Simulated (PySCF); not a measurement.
Consider C₃H₁₀F₂OSi₃.

Input

```
{"job": {"kind": "nmr", "xc": "PBE0", "basis": "pcSseg-1"}, "charge": 0, "multiplicity": 1}
O      2.541967    -0.774884     0.748455
C      2.636405     0.169759    -0.290071
C      1.244422     0.664968    -0.639763
F      1.245175     1.238314    -1.881363
F      0.908894     1.702657     0.213466
Si    -0.044389    -0.778526    -0.440433
C     -1.689700    -0.098942    -1.186279
Si    -2.716938     0.364994     0.384847
Si    -1.025577    -0.631638     1.680794
H      2.333533    -0.313337     1.568526
H      3.307467     0.997598    -0.031564
H      3.037673    -0.356351    -1.158148
H      0.563068    -1.858202    -1.227283
H     -2.195620    -0.863543    -1.773734
H     -1.545853     0.740968    -1.863447
H     -4.058849    -0.234294     0.344426
H     -2.926363     1.811723     0.495541
H     -1.309721    -1.915423     2.336570
H     -0.315399     0.143411     2.712000
```

Launched as:

```sh
OMP_NUM_THREADS=1 python probes_run.py task.json out
```

Geometry: GFN2-xTB.

Method: PySCF 2.14.0, PBE0/pcSseg-1, SCF density, gas phase, non-relativistic.

Predict the electron density and electron localisation function between the atoms.

Answer. C–O (1.41 Å): ρ at the midpoint is about 2.1 e/Å³, with its minimum of 1.8 e/Å³ about 0.5 Å from C; the ELF peaks at about 0.90 between the atoms, as expected for a shared but strongly polarised pair.
C–C (1.52 Å): ρ at the midpoint is about 1.8 e/Å³; the ELF peaks at about 0.95 between the atoms, as expected for localised, covalent bonding.

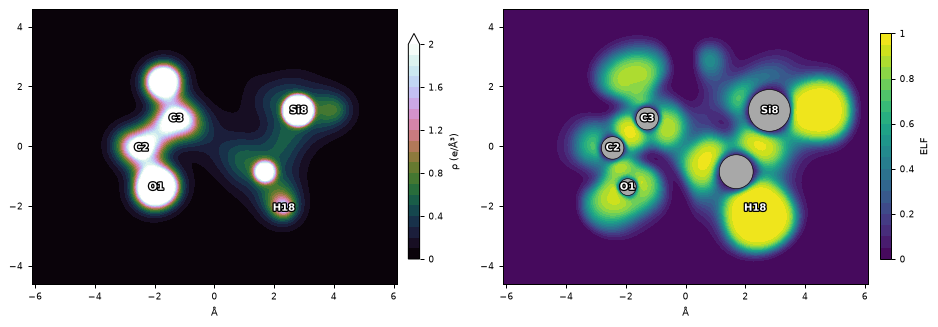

Computed electron density and electron localisation function on the plane of atoms O1, C2 and C3, in this order. Grey discs cover the atomic cores in the ELF map. 
